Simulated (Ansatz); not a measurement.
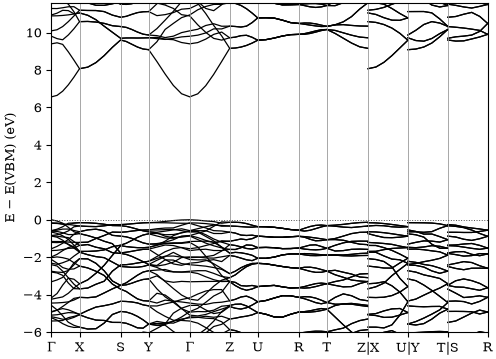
Figure. Band structure from r²SCAN (plane waves, PAW; program Ansatz)

Problem. Read off the gap and where the band edges lie.

Solution. About 6.6 eV (6.56 eV by a search for the band edges); maximum at Γ, minimum at Γ.

The material is Al2O3 in space group Pbcn (No. 60; Al on 8d, O on 8d, O on 4c).

The first step of the workflow began from a Materials Project structure, measured or hypothetical; the Crystallography Open Database copy checked does not list it. It is not the phase usual at ambient conditions (space group No. 167). The cell was relaxed with r²SCAN under the symmetry of its start; its stability against distortions is not shown here.

Potentials: the later of the program's two PAW sets.
